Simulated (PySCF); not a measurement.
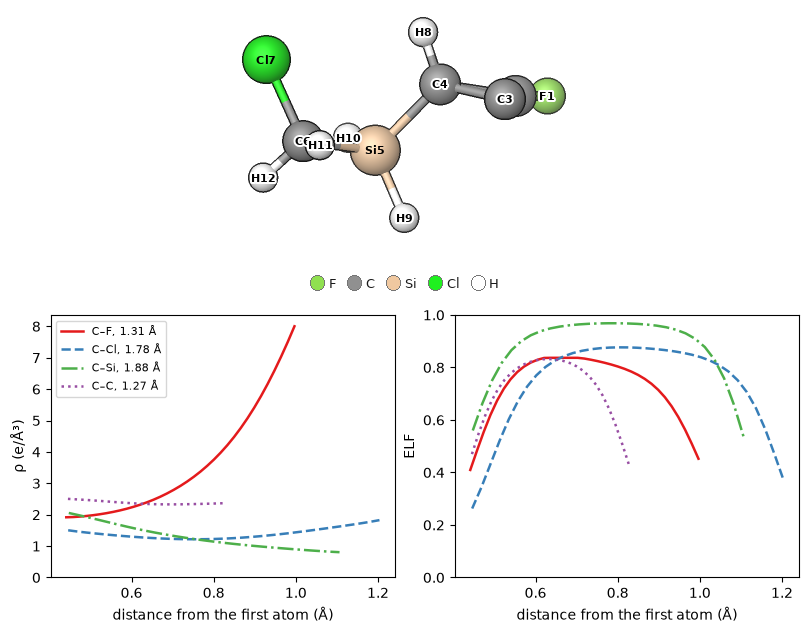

Figure. C4H5ClFSi (doublet). Total electron density and ELF along straight lines between neighbouring atoms. The curves leave out the atomic cores. The structure is drawn too.

Geometry: GFN2-xTB.

Method: UKS B3LYP, pcH-1 on C Cl F H Si, non-relativistic, mean-field spin-orbit, GIAO (PySCF).

```xyz
12

F     2.6027   -2.2686   -0.6701
C     2.0299   -1.5029    0.2210
C     1.6700   -1.0335    1.3471
C     1.1424   -0.1809    0.2046
Si   -0.6121   -0.2984   -0.4693
C    -1.5968    1.1680    0.2691
Cl   -0.8591    2.6905   -0.2941
H     1.6755    0.7546    0.0407
H    -1.2379   -1.5492   -0.0393
H    -0.6019   -0.1522   -1.9262
H    -1.5811    1.1924    1.3557
H    -2.6305    1.1795   -0.0653
```

> Compare the contacts.

C–F (1.31 Å): ρ is about 2.5 e/Å³ halfway; the ELF peaks at about 0.85 between the atoms: a polar covalent bond.
C–Cl (1.78 Å): the density is about 1.3 e/Å³ at the midpoint; the ELF peaks at about 0.90 between the atoms, as expected for localised, covalent bonding.
C–Si (1.88 Å): ρ at the midpoint is about 0.96 e/Å³; the ELF peaks at about 0.95 between the atoms: a covalent bond.
C–C (1.27 Å): ρ is about 2.3 e/Å³ halfway; the ELF peaks at about 0.85 between the atoms; a multiple bond.
